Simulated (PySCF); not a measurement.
# C5H10OSi: what the fields show

```xyz
17

C     1.9443    0.5501   -0.7269
C     0.7362    0.1682    0.1276
C    -0.2286    1.3193    0.2150
C    -1.5056    1.2115    0.5465
O    -2.1495    0.0556    0.8370
Si   -1.5158   -1.4332    0.5877
C     0.0590   -1.0966   -0.4185
H     1.6271    0.7917   -1.7397
H     2.4542    1.4158   -0.3086
H     2.6513   -0.2756   -0.7760
H     1.0936   -0.0491    1.1446
H     0.1669    2.3026    0.0146
H    -2.1628    2.0695    0.6107
H    -2.5441   -2.1514   -0.1559
H    -1.2067   -2.0146    1.8944
H     0.7687   -1.9225   -0.3947
H    -0.1953   -0.9295   -1.4676
```

Geometry: GFN2-xTB.

Level of theory: PBE0/pcSseg-1, SCF density, gas phase, non-relativistic in PySCF.

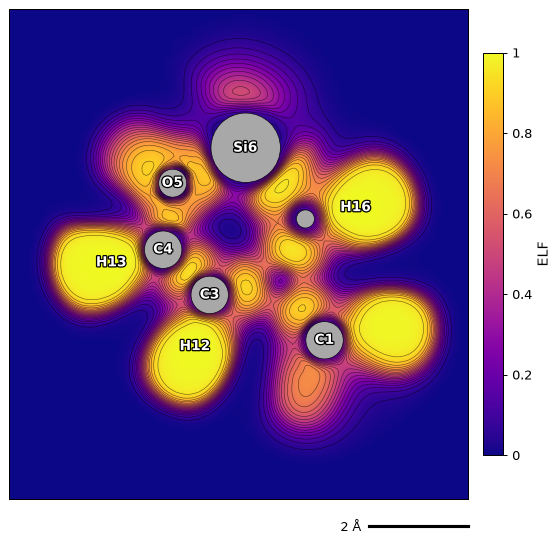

Figure 1. ELF on the plane of atoms C4, O5 and Si6. Grey discs cover the atomic cores.

What do the fields say about this system?

- Atoms in the plane: C, O, Si and H.
- C–C (1.32 Å): the ELF peaks at about 0.95 between the atoms; a multiple bond.
- C–O (1.35 Å): the ELF peaks at about 0.90 between the atoms; a shared but strongly polarised pair.
- Si–O (1.64 Å): the ELF peaks at about 0.85 between the atoms, as expected for a shared but strongly polarised pair.
- C–H (1.08 Å): the ELF climbs to about 1 towards the hydrogen, as it does in any bond to H: a covalent bond by its length.
- The ELF also peaks beside O5, away from the bonds: lone-pair regions.

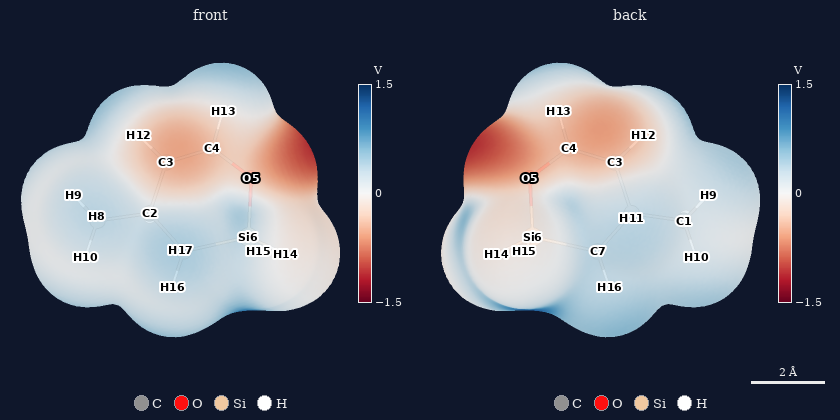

Figure 2. The electrostatic potential painted on the density surface at 0.001 e/bohr³, seen from the front and from behind; the colour scale runs from red (negative) to blue (positive).

Describe the electrostatic potential map.

The most negative region (about −1.1 V) lies over O5, the most positive (about +1.1 V) over Si6. O5 is the likeliest acceptor of a hydrogen bond.

How polar is the molecule by this calculation?

Its dipole moment is 1.34 D.
